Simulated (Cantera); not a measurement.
Feed: 1 mol B, a varied amount of H2O, equilibrated at 1173.15 K and 0.0100 bar.

Method: chemical equilibrium by Gibbs-energy minimisation in Cantera with the NASA 1993 tables (ideal gas, pure condensed phases). Candidate condensed phases: B, B2O3, B3O3H3, H2O; 23 gas species. Mutual solubility and eutectic melting of coexisting phases are not modelled. Gases not in the tables: H3BO3. Kinetics and transport are ignored.

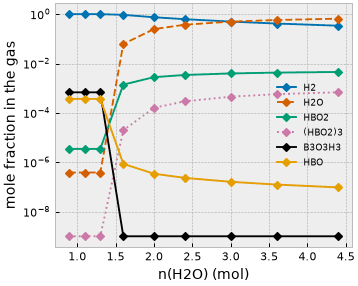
Equilibrium gas composition (values under 1e-9 drawn at 1e-9)

From 0.89 mol H2O to 1.3 mol H2O the condensed part is B(s) + B2O3(l). From 1.6 mol H2O to 4.4 mol H2O the condensed part is B2O3(l).
